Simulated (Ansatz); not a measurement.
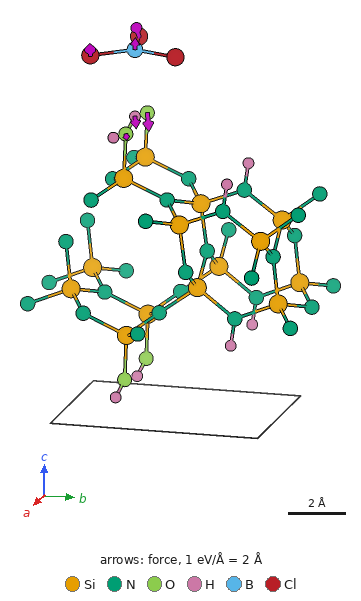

Starting geometry of a slab of composition Si12BH8N16Cl3O4 (cut from the P6_3/m phase) with the computed forces as purple arrows. The picture is a ball-and-stick view of the cell of the calculation, outlined in the plane, without the vacuum (origin shifted), seen slightly off an axis.

Case: 1 BCl3 a cell, flat, over a top H site. The slab is the (1 0 0) face of Si3N4 with BCl3 on it. 14 atoms are held fixed.

Theory: DFT PBE+D3(BJ), scalar-relativistic, plane waves, PAW (Ansatz). (plane-wave cutoff 420 eV; k-point mesh 3 × 2 × 1; occupations gaussian; smearing width 0.05 eV; no spin polarisation; dipole correction; atoms relaxed in a fixed cell; force threshold 0.04 eV/Å; at most 100 steps)

Q: What follows when this structure is relaxed?

A: It isn't relaxed: the largest force vector, on a Cl atom, is 0.62 eV/Å. The final displacements have little in common with the starting forces (cosine between the two patterns −0.08). The atom that moves furthest is a Cl atom (3.84 Å within the plane). Largest moves by element: Cl 3.84 Å, B 3.40 Å, H 0.65 Å, O 0.07 Å, N 0.05 Å, Si 0.04 Å. The lattice vectors keep their values. Among the contacts that change: N–Si 1.734 → 1.740 Å, B–Cl 1.750 → 1.744 Å. Bond angles that change, for instance: Si–N–H 121.1° → 113.9°, Si–N–H 118.9° → 112.8°. After 71 accepted moves (89 points after the start) the energy has fallen by 0.494 eV per cell of the calculation. Largest force component: 0.49 eV/Å at the start, 0.021 eV/Å at the end. The line search rejected the trial steps at points 6, 9, 10, 16, 17, 24, 27, 33 and more of the run. 1 step only repeated the SCF at the same geometry. The forces were under the threshold at step 12, but the run went on from there.

Limits of the set-up: the periodic images lie only 5.8 Å apart, so the values are limited by the cell's size.
